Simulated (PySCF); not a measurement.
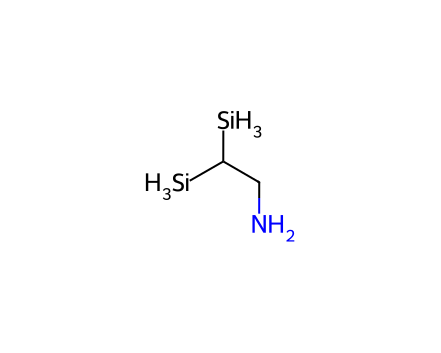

Skeletal drawing of a molecule.

Write the SMILES.

Answer. NCC([SiH3])[SiH3]

What is the molecular formula?

Answer. C2H11NSi2.

An optimisation with GFN2-xTB gave a structure of which point group?

Answer. C1. Other conformers may differ.

The parts below concern this one geometry. Atoms keep their numbers from picture to picture. The computed structure is the end point of a GFN2-xTB optimisation. No frequency run is at hand to confirm it as a minimum.

**Electronic properties**

No frequency run is at hand to confirm it as a minimum. Level of theory: PBE0/def2-SVPD, gas phase (PySCF 2.14.0). Excitations: vertical, linear response.

Predict the main results.

- dipole moment: 1.08 D
- HOMO energy (Kohn–Sham orbital): −7.06 eV
- LUMO energy (Kohn–Sham orbital): 0.27 eV
- HOMO–LUMO gap: 7.33 eV
- mean static polarisability: 89.2 bohr³
- lowest vertical singlet excitation: 6.10 eV
- its oscillator strength: 0.011

**NMR shielding**

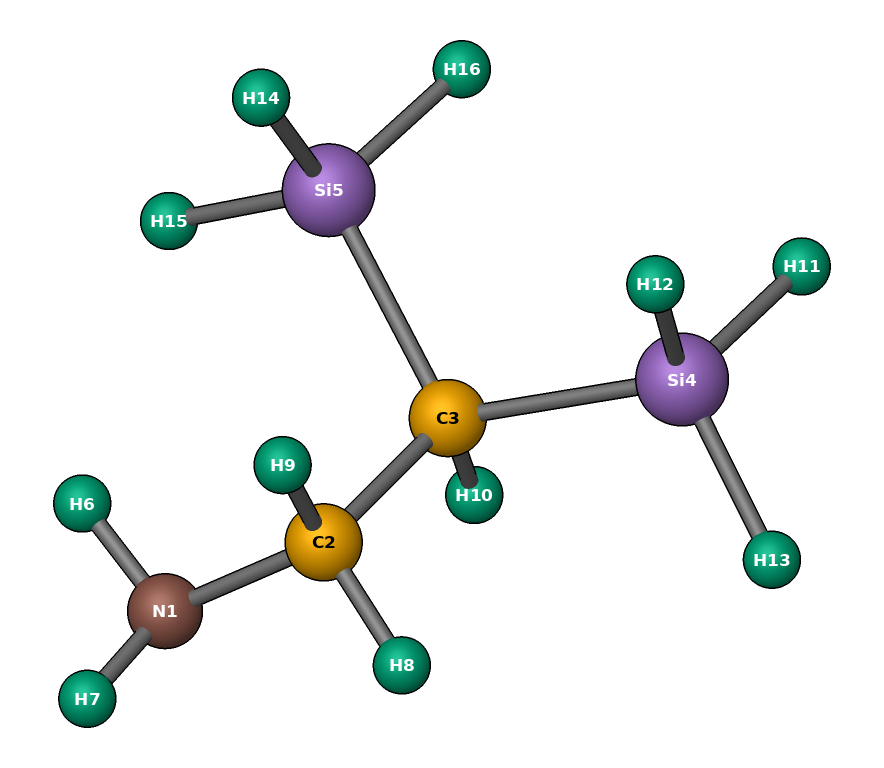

The questions are on isotropic NMR shieldings of the C atoms. No frequency run is at hand to confirm it as a minimum. Level of theory: GIAO PBE0/pcSseg-1 NMR shielding, non-relativistic, gas phase (PySCF 2.14.0).

List the isotropic NMR shieldings of the C atoms.

```json
{"atom": "C2", "σ (ppm)": "138.8"}
{"atom": "C3", "σ (ppm)": "180.1"}
```

**Bond orders**

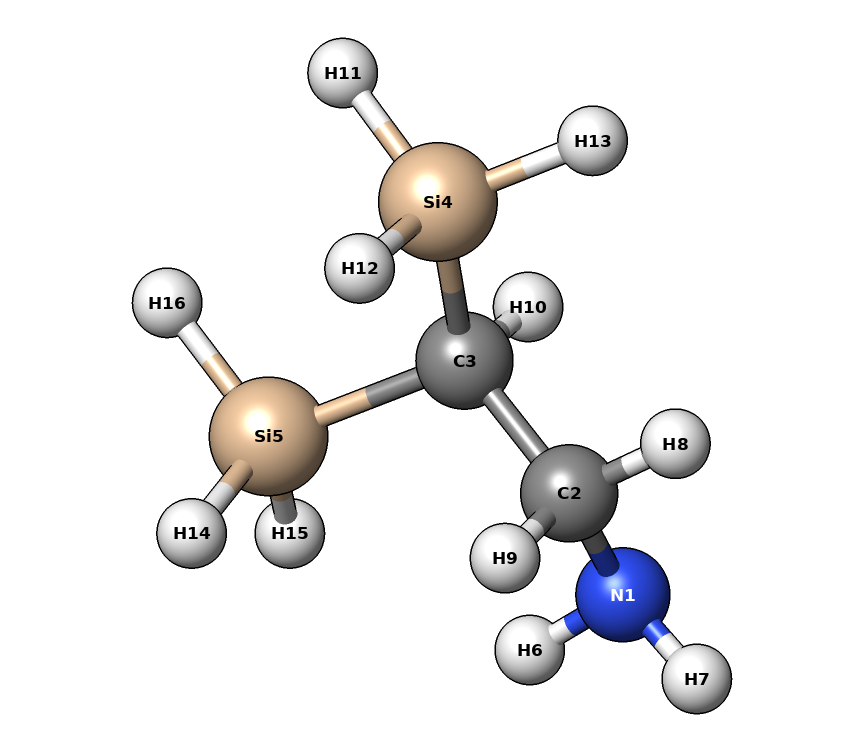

Every bond is drawn as one stick. No frequency run is at hand to confirm it as a minimum. Method: PBE0/pcSseg-1 (PySCF 2.14.0).

List the Mayer bond orders of N1–C2, C2–C3, C3–Si4, C3–Si5 (bonds between heavy atoms, one of each equivalent set).

```csv
bond,Mayer order,length (Å)
N1–C2,1.03,1.454
C2–C3,1.00,1.529
C3–Si4,0.90,1.905
C3–Si5,0.89,1.906
```

The geometry is semi-empirical. Around Si such bond lengths and angles can be off by a tenth of an ångström or more and by several degrees, and values that hang on the shape move with them.
